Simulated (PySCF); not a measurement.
## Atomic calculation, with input and output: La

- system: La, configuration 1s2 2s2 2p6 3s2 3p6 3d10 4s2 4p6 4d10 5s2 5p6 5d1 6s2, multiplicity 2.
- method: unrestricted LDA, def2-QZVPPD with ECP46, scalar-relativistic core potential (PySCF)

Output (extracts):
```
damping factor = 0
level_shift factor = 0
DIIS = <class 'pyscf.scf.diis.CDIIS'>
diis_start_cycle = 1
diis_space = 10
diis_damp = 0
SCF conv_tol = 1e-09
SCF conv_tol_grad = None
number electrons alpha = 6  beta = 5
XC functionals = LDA,VWN
    P. A. M. Dirac.,  Math. Proc. Cambridge Philos. Soc. 26, 376 (1930)
    F. Bloch.,  Z. Phys. 57, 545 (1929)
    S. H. Vosko, L. Wilk, and M. Nusair.,  Can. J. Phys. 58, 1200 (1980)
cycle= 1 E= -31.3848572210311  delta_E= -0.00263  |g|= 0.061  |ddm|= 0.921
cycle= 2 E= -31.3867455903959  delta_E= -0.00189  |g|= 0.0633  |ddm|= 0.649
cycle= 3 E= -31.3930824478638  delta_E= -0.00634  |g|= 0.00884  |ddm|= 0.288
cycle= 4 E= -31.3937392970322  delta_E= -0.000657  |g|= 0.00637  |ddm|= 0.122
cycle= 5 E= -31.3939579596979  delta_E= -0.000219  |g|= 0.00155  |ddm|= 0.118
cycle= 6 E= -31.3939604152702  delta_E= -2.46e-06  |g|= 0.000927  |ddm|= 0.00879
cycle= 7 E= -31.393961480967  delta_E= -1.07e-06  |g|= 6e-05  |ddm|= 0.00503
cycle= 8 E= -31.3939615056592  delta_E= -2.47e-08  |g|= 2.52e-05  |ddm|= 0.00142
cycle= 9 E= -31.3939615079795  delta_E= -2.32e-09  |g|= 9.03e-07  |ddm|= 0.000309
cycle= 10 E= -31.3939615079833  delta_E= -3.79e-12  |g|= 1.36e-07  |ddm|= 1.37e-05
converged SCF energy = -31.3939615079833  <S^2> = 1.1574429  2S+1 = 2.372714
```

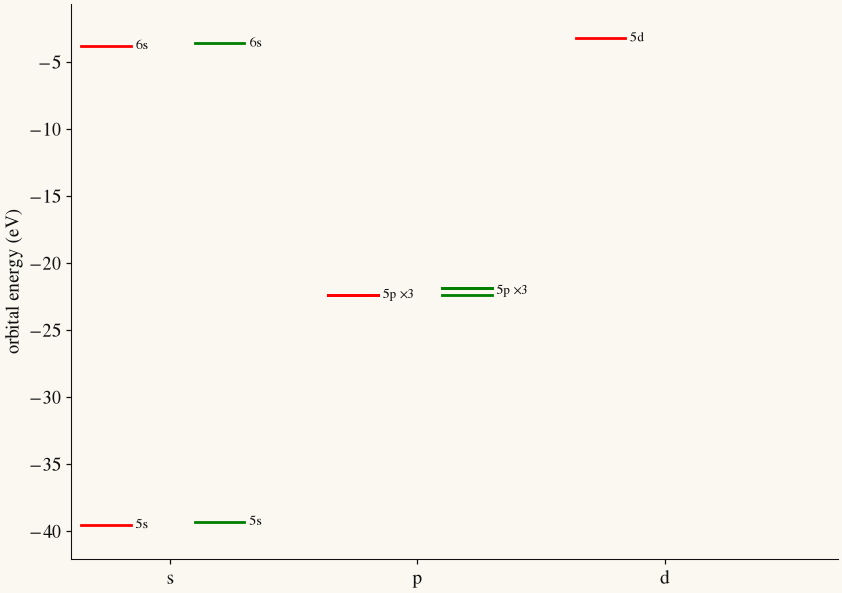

Figure 1. Orbital energies of the mean field, from the top down to −39.6 eV, by angular momentum, α spin at the left of each column and β at the right; ×n counts the orbitals under one label. The highest filled orbital is 5d α at −3.24 eV, the lowest empty one d α at −2.97 eV.

Input:
```python
from pyscf import gto, scf, dft, mp, cc
mol = gto.M(atom="La 0 0 0", charge=0, spin=1, symmetry="D2h",
            basis="def2-QZVPPD",
            ecp="def2-QZVPPD")
mf = dft.UKS(mol, xc="LDA,VWN")
mf.irrep_nelec = {'Ag': (2, 2), 'B1g': (1, 0), 'B1u': (1, 1), 'B2u': (1, 1), 'B3u': (1, 1)}
mf.kernel()
```

The script is an equivalent of what the driver set up; the driver started from orbitals of its own, so the log can be shorter than this script's would be, and it computed the properties (radii, ⟨L²⟩, response) afterwards. It held the occupations shell by shell, which the script's counts by irreducible representation don't always enforce.

Key numbers:

```
                                                quantity                      value
                                                 outcome                  converged
total energy (valence electrons, under a core potential)         −31.393962 hartree
                                                    ⟨S²⟩                      1.157
                                                    ⟨L²⟩                       7.51
                                          SCF iterations                         10
                                                hardware  1 CPU thread, shared host
                                                CPU time   0.81 s (integrals apart)
```

Remarks:

⟨S²⟩ is 1.16 where a pure state of this multiplicity has 0.75, so the determinant is spin-contaminated. ⟨L²⟩ departs from that of the intended term, so the determinant mixes terms. To bear in mind: populations left the configuration by 0.25 electrons.
